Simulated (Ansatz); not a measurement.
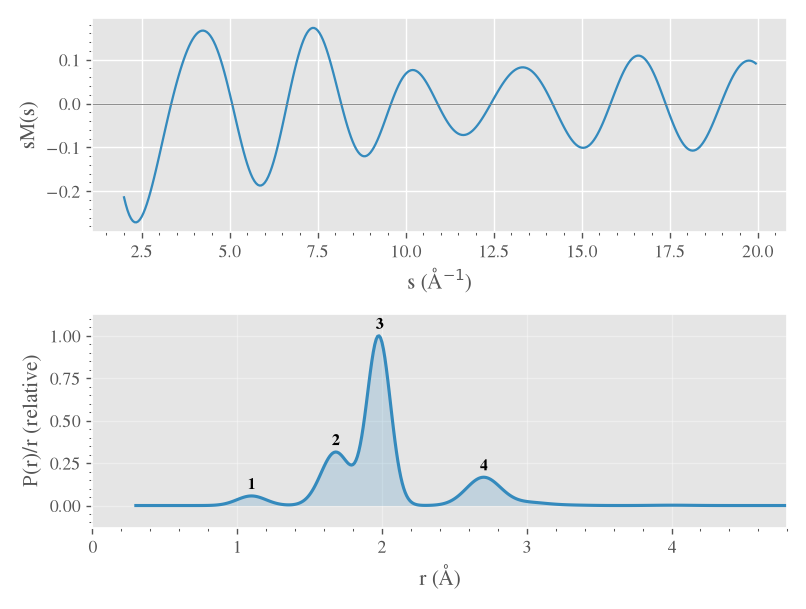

Simulated gas electron diffraction: reduced molecular intensity sM(s) from the Debye equation in the first Born approximation (top) and the radial distribution curve (bottom) of CH₄Sb (charge +1, ignored in the scattering factors). Each pair of atoms contributes with weight ZᵢZⱼ/r; damping constant 0.002 Å²; vibrational amplitudes assumed, not computed: 0.05 Å for bonds, 0.078 Å for bonds to H, 0.06 + 0.015 r up to 0.15 Å for other pairs. The geometry is the end point of an optimisation (RKS PBE0-D4/def2-SVP in Ansatz); it may be a saddle point or a higher isomer. SMILES: [CH2+][SbH2].

> Which pairs of atoms lie under the numbered peaks? Mark bonded pairs by – and others by ···.

Peak 1, 1.10 Å: C–H 1.10 Å (×2)
Peak 2, 1.68 Å: Sb–H 1.68 Å (×2)
Peak 3, 1.98 Å: Sb–C 1.98 Å
Peak 4, 2.70 Å: Sb···H 2.70 Å (×2); in its flanks C···H 3.02 Å
